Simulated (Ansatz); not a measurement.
**GeTe (SMILES [Ge][Te]) at HSE06/STO-3G**

What is the electronic atomisation energy of GeTe at HSE06/STO-3G? 

The results are computed with Ansatz 0.2.0.

73 further runs of the same task are left out: 41 that didn't finish, 32 set aside as unsound or not needed.

## 1. The molecule

GeTe: 2 atoms, total charge 0, spin state singlet. As SMILES, `[Ge][Te]`. The bond length is the measured one.

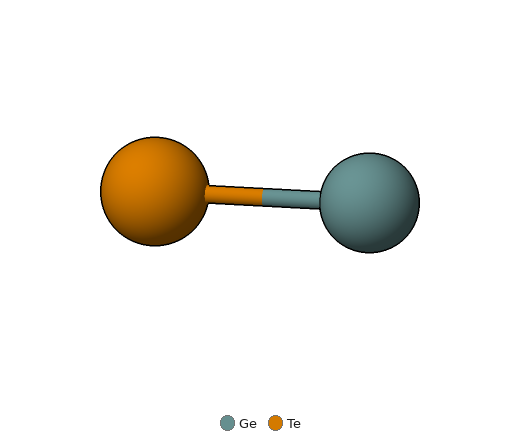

The structure, seen from a chosen angle (germanium teal, tellurium orange).

## 2. The energy at HSE06/STO-3G

in.yaml reads:

```yaml
crystal:
  periodic: [false, false, false]
  atoms:
    - symbol: Ge
      position_ang: [0.000000, 0.000000, 0.000000]
    - symbol: Te
      position_ang: [0.000000, 0.000000, 2.340165]
basis:
  gaussian:
    orbitals: STO-3G
accuracy: high
hamiltonian:
  xc: hse06
```

Started as:

```sh
$ ansatz run in.yaml --threads 1 --pin off --max-ram 2610MiB --events-out events.jsonl --progress --plain --runs-dir runs
```

Output:

```text
Warning: RAYON_NUM_THREADS=1 ignored (pool sized by the plan → 1); use --threads N
Functional definition: HSE06
  name "HSE06"
  parameter a = 0.25
  parameter omega = 0.11/bohr
  exchange = pbe_x - a*pbe_x_sr(omega) + a*exact_x_sr(omega)
  correlation = pbe_c
564 factors; integrals over basis functions are off by at most 4.8e-9 eV
47 factors; integrals over basis functions are off by at most 9.5e-10 eV
mean field evaluation 1: about -234060.3781 eV, gradient 4.2e1 eV
mean field evaluation 2: about -234015.4595 eV, gradient 8.1e1 eV
mean field evaluation 4: about -234067.1991 eV, gradient 5.2e0 eV
mean field evaluation 8: about -234067.3465 eV, gradient 2.4e-1 eV
mean field evaluation 16: about -234067.3571 eV, gradient 9.2e-6 eV
mean field -234067.35706712 eV, -8601.8167156635 hartree, gradient 2.0e-8 eV, S^2 0.000000; 0 other end points of the search recorded, 0 dependent functions left out
reference -234067.35706883 eV, -8601.8167157264 hartree; 42, 42 occupied and 3, 3 virtual orbitals, 564 factors
Total energy: -234067.35706883 eV, -8601.8167157264 hartree
```

Wall time 2.6 s (1 thread of Arm Neoverse V1, shared host); peak memory 0.13 GiB.

## 3. The Ge atom

molecule.yaml reads:

```yaml
crystal:
  periodic: [false, false, false]
  atoms:
    - {symbol: Ge, position_ang: [0.000000, 0.000000, 0.000000]}
basis:
  gaussian: {orbitals: STO-3G}
total_charge: 0
magnetization: {spin_polarized: true, initial_magnetization: 2}
hamiltonian: {xc: hse06}
accuracy: high
```

Run the same way, it converges to -2052.64695 Eh (log not shown).

## 4. The Te atom at the same level

run.yaml reads:

```yaml
crystal:
  periodic: [false, false, false]
  atoms:
    - {symbol: Te, position_ang: [0.000000, 0.000000, 0.000000]}
basis:
  gaussian:
    orbitals: STO-3G
magnetization:
  spin_polarized: true
  initial_magnetization: 2
hamiltonian:
  xc: hse06
accuracy: high
```

Run the same way, it converges to -6548.93319 Eh (log not shown).

## 5. What came out

Level: HSE06/STO-3G.

| quantity | value |
| --- | --- |
| molecule: total energy | -8601.81672 Eh |
| Ge atom: total energy | -2052.64695 Eh |
| Ge atom: ⟨S²⟩ | 2.185 |
| Te atom: total energy | -6548.93319 Eh |
| Te atom: ⟨S²⟩ | 2.000 |
| electronic atomisation energy | 6.438 eV |

**Reading.** Taking the molecule apart into free atoms costs 6.44 eV (148 kcal/mol), before zero-point energy and without spin-orbit coupling. In a minimal basis such a difference can be off by several eV, whatever the method. Relativity is left out (molecule) although the molecule holds a heavy atom. ⟨S²⟩ (Ge atom) is 2.19 where a pure triplet has 2.00: the reference is spin-contaminated. Relativity is left out (Te atom) although the molecule holds a heavy atom.
